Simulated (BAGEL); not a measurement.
**C3H5F (SMILES C/C=C/F): RI-MP2/cc-pVDZ (density fitting with qzvpp-jkfit)**

Aim: the energy change on altering one bond length of C3H5F at RI-MP2/cc-pVDZ (density fitting with qzvpp-jkfit), from 2 runs. 

The results are computed with BAGEL 1.2.2.

1 further run of the same task is left out (set aside as unsound or not needed). Runs told in other sessions of the task aren't counted.

## (1) The system as given

C3H5F: 9 atoms, total charge 0, spin state singlet. As SMILES, `C/C=C/F`. The shape is that of a PBE0-D4/def2-TZVP optimisation.

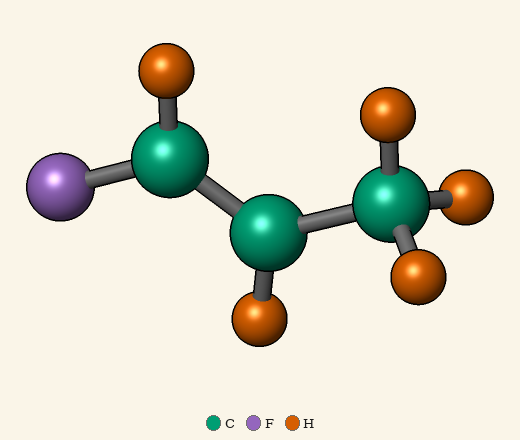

The structure, seen from a chosen angle (carbon teal, fluorine purple, hydrogen orange).

## (2) The energy at RI-MP2/cc-pVDZ (density fitting with qzvpp-jkfit)

Input file input.json:

```json
{ "bagel": [

{
  "title": "molecule",
  "basis": "cc-pvdz.json",
  "df_basis": "qzvpp-jkfit",
  "angstrom": "true",
  "geometry": [
    { "atom": "C", "xyz": [   -0.482600,    1.041700,   -0.078600 ] },
    { "atom": "C", "xyz": [    0.190700,   -0.232400,   -0.454700 ] },
    { "atom": "C", "xyz": [    0.503900,   -1.168300,    0.420300 ] },
    { "atom": "F", "xyz": [    1.110100,   -2.308100,    0.061300 ] },
    { "atom": "H", "xyz": [   -1.439100,    1.150700,   -0.598200 ] },
    { "atom": "H", "xyz": [   -0.675100,    1.090900,    0.995000 ] },
    { "atom": "H", "xyz": [    0.129000,    1.906700,   -0.351600 ] },
    { "atom": "H", "xyz": [    0.437900,   -0.404300,   -1.498400 ] },
    { "atom": "H", "xyz": [    0.313700,   -1.123300,    1.487600 ] }
  ]
},
{ "title": "hf" },
{ "title": "mp2", "ncore": 4 }

]}
```

The basis set cc-pVDZ is read from a file made from the Basis Set Exchange's data (not shown).

The run is started by

```
BAGEL_NUM_THREADS=1 BAGEL input.json > input.out
```

Standard output:

```text
* using 1 threads per process

  ===============================================================
  ===============================================================

  *** Geometry ***

  { "atom" : "C", "xyz" : [     -0.911982,      1.968528,     -0.148532 ] },
  { "atom" : "C", "xyz" : [      0.360371,     -0.439172,     -0.859258 ] },
  { "atom" : "C", "xyz" : [      0.952233,     -2.207767,      0.794252 ] },
  { "atom" : "F", "xyz" : [      2.097785,     -4.361677,      0.115840 ] },
  { "atom" : "H", "xyz" : [     -2.719505,      2.174508,     -1.130434 ] },
  { "atom" : "H", "xyz" : [     -1.275754,      2.061502,      1.880277 ] },
  { "atom" : "H", "xyz" : [      0.243775,      3.603141,     -0.664428 ] },
  { "atom" : "H", "xyz" : [      0.827511,     -0.764016,     -2.831566 ] },
  { "atom" : "H", "xyz" : [      0.592807,     -2.122729,      2.811157 ] },

  Number of auxiliary basis functions:      392

  Since a DF basis is specified, we compute 2- and 3-index integrals:
    o Being stored without compression. Storage requirement is 0.021 GB

  Number of basis functions:       81
  Number of electrons      :       32

    * METHOD: MOLECULE                             0.13

  *** RHF ***

  === Nuclear Repulsion ===
   113.8225906714

      * DIIS with orbital gradients will be used.

  === RHF iteration (cc-pvdz.json) ===
      0       -215.79005770          0.01460750           0.03
      1       -215.90810711          0.00717534           0.03
      2       -215.93440690          0.00172621           0.03
      3       -215.93636490          0.00046569           0.03
      4       -215.93647764          0.00008724           0.03
      5       -215.93648518          0.00002699           0.03
      6       -215.93648619          0.00001594           0.03
      7       -215.93648639          0.00000394           0.03
      8       -215.93648641          0.00000103           0.03
      9       -215.93648641          0.00000044           0.03
     10       -215.93648641          0.00000011           0.03
     11       -215.93648641          0.00000004           0.03
     12       -215.93648641          0.00000001           0.03
     13       -215.93648641          0.00000000           0.03
    * SCF iteration converged.

    * Permanent dipole moment:
           (    0.340175,    -0.651949,    -0.163261) a.u.

    * METHOD: HF                                   0.49

  *** RHF ***

  === Nuclear Repulsion ===
   113.8225906714

      * DIIS with orbital gradients will be used.

  === RHF iteration (cc-pvdz.json) ===
      0       -215.93648641          0.00000000           0.03
    * SCF iteration converged.

    * Permanent dipole moment:
           (    0.340175,    -0.651949,    -0.163261) a.u.

  === DF-MP2 calculation ===

    * freezing 4 orbitals
    * 3-index integral transformation done
    * assembly done

      MP2 correlation energy:   -0.5939063304      0.02

      MP2 total energy:       -216.5303927445

    * METHOD: MP2                                  0.10

  ===============================================================
```

Wall time 0.89 s (1 thread of Arm Neoverse V2, shared host).

## (3) The distorted shape

Input file job.json:

```json
{ "bagel": [

{
  "title": "molecule",
  "basis": "cc-pvdz.json",
  "df_basis": "qzvpp-jkfit",
  "angstrom": "true",
  "geometry": [
    { "atom": "C", "xyz": [   -0.971893,    0.349682,    0.139806 ] },
    { "atom": "C", "xyz": [   -0.298593,   -0.924418,   -0.236294 ] },
    { "atom": "C", "xyz": [    0.014607,   -1.860318,    0.638706 ] },
    { "atom": "F", "xyz": [    0.620807,   -3.000118,    0.279706 ] },
    { "atom": "H", "xyz": [   -1.928393,    0.458682,   -0.379794 ] },
    { "atom": "H", "xyz": [   -1.164393,    0.398882,    1.213406 ] },
    { "atom": "H", "xyz": [    0.129000,    1.906700,   -0.351600 ] },
    { "atom": "H", "xyz": [   -0.051393,   -1.096318,   -1.279994 ] },
    { "atom": "H", "xyz": [   -0.175593,   -1.815318,    1.706006 ] }
  ]
},
{ "title": "hf" },
{ "title": "mp2", "ncore": 4 }

]}
```

The basis set cc-pVDZ is read from a file made from the Basis Set Exchange's data (not shown).

The run is started by

```
BAGEL_NUM_THREADS=1 BAGEL job.json > job.out
```

Standard output:

```text
* using 1 threads per process

  ===============================================================
  ===============================================================

  *** Geometry ***

  { "atom" : "C", "xyz" : [     -1.836612,      0.660803,      0.264195 ] },
  { "atom" : "C", "xyz" : [     -0.564259,     -1.746897,     -0.446531 ] },
  { "atom" : "C", "xyz" : [      0.027603,     -3.515492,      1.206979 ] },
  { "atom" : "F", "xyz" : [      1.173155,     -5.669401,      0.528568 ] },
  { "atom" : "H", "xyz" : [     -3.644135,      0.866783,     -0.717707 ] },
  { "atom" : "H", "xyz" : [     -2.200384,      0.753778,      2.293005 ] },
  { "atom" : "H", "xyz" : [      0.243775,      3.603141,     -0.664428 ] },
  { "atom" : "H", "xyz" : [     -0.097119,     -2.071741,     -2.418838 ] },
  { "atom" : "H", "xyz" : [     -0.331823,     -3.430454,      3.223884 ] },

  Number of auxiliary basis functions:      392

  Since a DF basis is specified, we compute 2- and 3-index integrals:
    o Being stored without compression. Storage requirement is 0.021 GB

  Number of basis functions:       81
  Number of electrons      :       32

    * METHOD: MOLECULE                             0.13

  *** RHF ***

  === Nuclear Repulsion ===
   111.6000660838

      * DIIS with orbital gradients will be used.

  === RHF iteration (cc-pvdz.json) ===
      0       -215.63655223          0.01450657           0.03
      1       -215.76187156          0.00798511           0.03
      2       -215.79534300          0.00172643           0.03
      3       -215.79777510          0.00048422           0.03
      4       -215.79791467          0.00012435           0.03
      5       -215.79793596          0.00003771           0.03
      6       -215.79793780          0.00001046           0.03
      7       -215.79793790          0.00000397           0.03
      8       -215.79793792          0.00000114           0.03
      9       -215.79793792          0.00000049           0.03
     10       -215.79793792          0.00000018           0.03
     11       -215.79793792          0.00000005           0.03
     12       -215.79793792          0.00000002           0.03
     13       -215.79793792          0.00000001           0.03
    * SCF iteration converged.

    * Permanent dipole moment:
           (    0.583590,     0.019107,    -0.340655) a.u.

    * METHOD: HF                                   0.48

  *** RHF ***

  === Nuclear Repulsion ===
   111.6000660838

      * DIIS with orbital gradients will be used.

  === RHF iteration (cc-pvdz.json) ===
      0       -215.79793792          0.00000000           0.03
    * SCF iteration converged.

    * Permanent dipole moment:
           (    0.583590,     0.019107,    -0.340655) a.u.

  === DF-MP2 calculation ===

    * freezing 4 orbitals
    * 3-index integral transformation done
    * assembly done

      MP2 correlation energy:   -0.6060184414      0.02

      MP2 total energy:       -216.4039563638

    * METHOD: MP2                                  0.10

  ===============================================================
```

Wall time 0.87 s (1 thread of Arm Neoverse V2, shared host).

## (4) Outcome

Level: RI-MP2/cc-pVDZ (density fitting with qzvpp-jkfit), 4 core orbitals frozen.

| quantity | value |
| --- | --- |
| first shape: total energy | -216.53039 Eh |
| first shape: correlation energy (4 core orbitals frozen) | -593.9 mEh |
| distorted shape: total energy | -216.40396 Eh |
| distorted shape: correlation energy (4 core orbitals frozen) | -606.0 mEh |
| energy change with the C1–H7 bond stretched from 1.094 to 1.969 Å | 3.441 eV |

**Reading.** One bond (distorted shape) is far stretched, which a spin-restricted single reference describes badly; perturbation theory on it can break down and give far too much correlation. With the C1–H7 bond stretched from 1.094 to 1.969 Å the energy rises by 3.44 eV (332 kJ/mol). The first shape isn't relaxed at this level, so the change isn't measured from a minimum. A restricted reference can't describe the breaking bond well at this length.
